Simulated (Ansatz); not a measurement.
**SiNi3 (Pm-3m): cell relaxations under several functionals from a Python script**

A script is to give cell relaxations under several functionals; the system is SiNi3 (Pm-3m).

The COD entry's cell or inner coordinates are ideal or old and differ from later refinements, so a difference from it is no clean test against experiment.

Program: the Python package of Ansatz 0.2.0. The levels of theory stand in the script. These are calculated values, not measurements.

## Step 1: Starting point

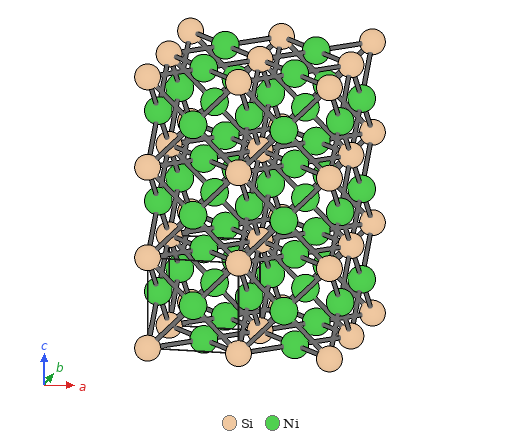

The structure that the script starts from, seen slightly off an axis (silicon light orange, nickel green). 2×2×3 cells are drawn. Atoms on cell faces are repeated.

The script reads POSCAR_sini3:

```text
SiNi3
1.0
   3.54200000    0.00000000    0.00000000
   0.00000000    3.54200000    0.00000000
   0.00000000    0.00000000    3.54200000
Si Ni
1 3
Direct
   0.00000000    0.00000000    0.00000000
   0.00000000    0.50000000    0.50000000
   0.50000000    0.00000000    0.50000000
   0.50000000    0.50000000    0.00000000
```

## Step 2: The code

The input, sini3.py:

```python
"""How the lattice of SiNi3 depends on the functional."""

import warnings

import ansatz as az
from ase.io import read
import numpy as np

def edges_and_angles(cell):
    cell = np.asarray(cell)
    a, b, c = np.linalg.norm(cell, axis=1)
    cosines = cell[1] @ cell[2] / (b * c), cell[0] @ cell[2] / (a * c), cell[0] @ cell[1] / (a * b)
    return (a, b, c, *np.degrees(np.arccos(cosines)))

warnings.simplefilter("ignore", az.DeckWarning)

atoms = read("POSCAR_sini3", format="vasp")
crystal = az.Crystal.from_ase(atoms).moments(Ni=1.0)

model = (
    crystal.calculation()
    .basis(510)
    .kpoints(8)
    .occupations("gaussian", width=0.1)
    .spin("collinear")
    .relax(cell=True, force_tolerance=0.02, max_steps=60)
)

levels = [("lda", "none"), ("r2scan", "rvv10"), ("rpbe", "none"), ("r2scan", "none")]
print("level            a       b       c    alpha   beta  gamma  V/atom  steps")
for name, dispersion in levels:
    seen = []
    run = model.functional(name, dispersion=dispersion).session().plan()
    res = run.execute(on_event=lambda e: seen.append(e) if e["event"] == "relax_step" else None)
    cell = res.lattice.cell_ang
    label = name if dispersion == "none" else f"{name}+{dispersion}"
    print("{:13s} {:7.4f} {:7.4f} {:7.4f} {:6.2f} {:6.2f} {:6.2f}".format(label, *edges_and_angles(cell)), f"{abs(np.linalg.det(cell)) / len(res.lattice.sites):7.3f} {len(seen):5d}")
```

## Step 3: What the engine is handed

The engine receives this input (first run):

```yaml
crystal:
  lattice:
    - [3.542, 0.0, 0.0]
    - [0.0, 3.542, 0.0]
    - [0.0, 0.0, 3.542]
  atoms:
    - { symbol: Si, position: [0.0, 0.0, 0.0] }
    - { symbol: Ni, position: [0.0, 0.5, 0.5] }
    - { symbol: Ni, position: [0.5, 0.0, 0.5] }
    - { symbol: Ni, position: [0.5, 0.5, 0.0] }
basis:
  ecutwfc: 510.0
kpoints:
  mp_grid:
    grid: [8, 8, 8]
hamiltonian:
  xc: lda
  dispersion: none
magnetization:
  spin_polarized: true
  per_species:
    Ni: 1.0
scf:
  occupations:
    method: gaussian
    width: 0.1
relax:
  f_tol: 0.02
  max_steps: 60
  cell: {}
```

## Step 4: The run

Command:

```sh
> python sini3.py
```

The log of the run:

```text
level            a       b       c    alpha   beta  gamma  V/atom  steps
RunWarning: the starting moments were not kept: the SCF closed with an absolute magnetisation of 6.9e-7 μB, where they sum to 3 μB in size (3 sites). That is at most 0.1 of that sum. Measured as dr2_m measures the in/out step, that magnetisation stands 2.6e-13 eV from none, at or under the dr2_threshold of 1.0e-7 eV: [...]
lda            3.4280  3.4280  3.4280  90.00  90.00  90.00  10.070     6
r2scan+rvv10   3.4556  3.4556  3.4556  90.00  90.00  90.00  10.316     8
rpbe           3.5334  3.5334  3.5334  90.00  90.00  90.00  11.029     4
r2scan         3.4646  3.4646  3.4646  90.00  90.00  90.00  10.397     7
```

(Warnings from the package without file and line, shortened, repeats left out.)

Wall time 8.8 min (1 thread of Arm Neoverse V2, shared host); peak memory 0.7 GiB.

Lines on the test bed's own set-up are left out of the output.

## Step 5: Run by run

From the records of these 4 runs:

```tsv
run	functional	dispersion	energy (eV/atom)	final volume (Å³/atom)	moment (μB/cell)	SCF cycles in all	CPU time (s)
1	lda	none	-4482.7465	10.07	0.00	58	57
2	r2scan	rvv10	-4543.3434	10.32	0.15	133	240
3	rpbe	none	-4543.7084	11.03	0.00	42	43
4	r2scan	none	-4544.1723	10.40	0.15	121	190
```

Energies are free energies F = E - TS of the smeared occupations. Totals under unlike functionals or potentials can't be compared directly.

## Step 6: The relaxation of run 1, step by step

Relaxation path:

```
step  E - E(step 1) (eV/cell)  largest force component (eV/Å)  pressure (GPa)  volume (Å³)
   1                   0.0000                          0.0000          -20.18        44.44
   2                  -0.2324                          0.0000           -9.89        42.01
   3                  -0.2860                          0.0000            2.36        39.92
   4                  -0.2885                          0.0000           -0.18        40.31
   5                  -0.2886                          0.0000            0.00        40.28
   6                  -0.2876                          0.0000            0.00        40.28
```

Step 1 is the start. Step 6 repeats the geometry before it on a plane-wave basis chosen anew for that cell, so its energy need not be comparable with the rows above.

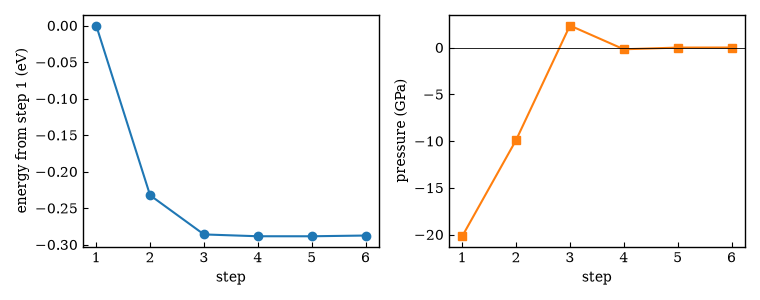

Energy and pressure along the relaxation.

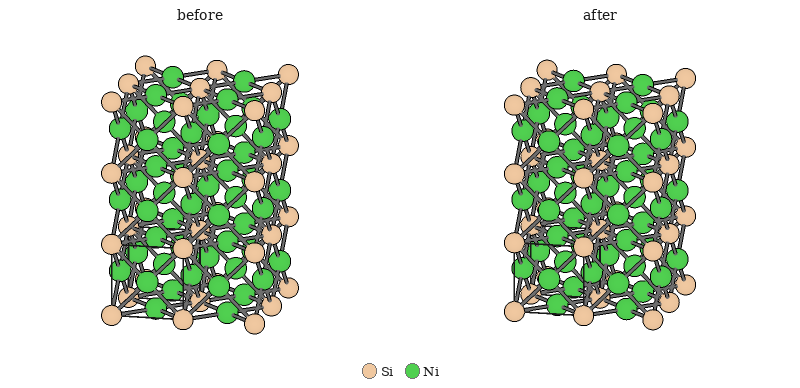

The structure before (left) and after (right) the relaxation, drawn at the same scale.

|  | before | after | change |
| --- | --- | --- | --- |
| a (Å) | 3.542 | 3.428 | -3.2 % |
| b (Å) | 3.542 | 3.428 | -3.2 % |
| c (Å) | 3.542 | 3.428 | -3.2 % |
| volume (Å³/atom) | 11.11 | 10.07 | -9.4 % |
| shortest distance (Å) | 2.505 | 2.424 | -3.2 % |
| space group (0.01 Å) | Pm-3m | Pm-3m | same |

Forces and stress were held to the start's 48 operations: a distortion of lower symmetry was not tested.

## Step 7: How the relaxation of run 4 went

Step by step:

```csv
step,E - E(step 1) (eV/cell),largest force component (eV/Å),pressure (GPa),volume (Å³)
1,0.0000,0.0000,-13.56,44.44
2,-0.1046,0.0000,-6.39,42.80
3,-0.1298,0.0000,0.94,41.44
4,-0.1301,0.0000,-0.05,41.61
5,-0.1285,0.0000,-0.10,41.61
6,-0.1285,0.0000,0.00,41.59
7,-0.1285,0.0000,0.00,41.59
```

Step 1 is the start. Steps 5, 7 each repeat the geometry before them on a plane-wave basis chosen anew, so the energy can jump there without any move.

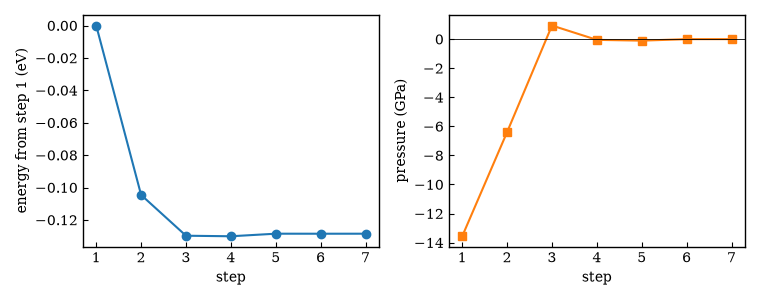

Energy and pressure along the relaxation.

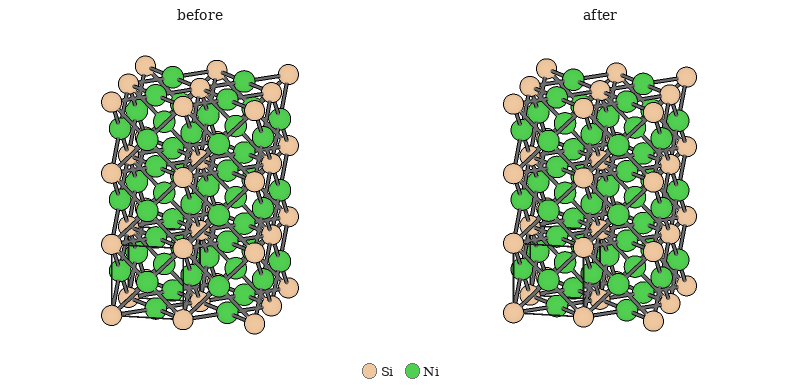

The structure before (left) and after (right) the relaxation, drawn at the same scale. The change is too small to see at this scale.

|  | before | after | change |
| --- | --- | --- | --- |
| a (Å) | 3.542 | 3.465 | -2.2 % |
| b (Å) | 3.542 | 3.465 | -2.2 % |
| c (Å) | 3.542 | 3.465 | -2.2 % |
| volume (Å³/atom) | 11.11 | 10.40 | -6.4 % |
| shortest distance (Å) | 2.505 | 2.450 | -2.2 % |
| space group (0.01 Å) | Pm-3m | Pm-3m | same |

The run keeps the 48 symmetry operations of the start, so it could not have lowered the symmetry.

## Step 8: Summary of results

| quantity | value |
| --- | --- |
| runs compared | 4 |
| relaxed volume | 10.07 (lda) to 11.03 Å³/atom (rpbe) |

In words: From smallest to largest: LDA (10.07 Å³ an atom, -9.4 % against the start), r2SCAN+RVV10 (10.32 Å³ an atom, -7.1 % against the start), r2SCAN (10.40 Å³ an atom, -6.4 % against the start) and RPBE (11.03 Å³ an atom, -0.7 % against the start). The spread is 9.5 % in volume. In run 1, over 4 moves the cell shrank by 9.4 % in volume, and the space group stayed Pm-3m. In run 4, the volume shrank by 6.4 % over 4 moves, and the space group stayed Pm-3m. Caveats:
- The SCF didn't keep the moments it started from (some shrank, vanished or turned); what is printed is the state reached.
- Forces vanish by symmetry, so the ions can't move, and the end may be a saddle.
- For a metal this k-point mesh is coarse: on a finer one energies can move by several to tens of meV an atom and pressures by half a GPa or more, differences at one mesh by less.
- Of the deposited cell: the entry's cell lengths or inner coordinates differ somewhat from later room-temperature determinations.
- r2SCAN tends to overestimate the moments of itinerant magnets. The starting moments were not kept in at least one run, so it stands on a weaker or other magnetic state than the one typed.
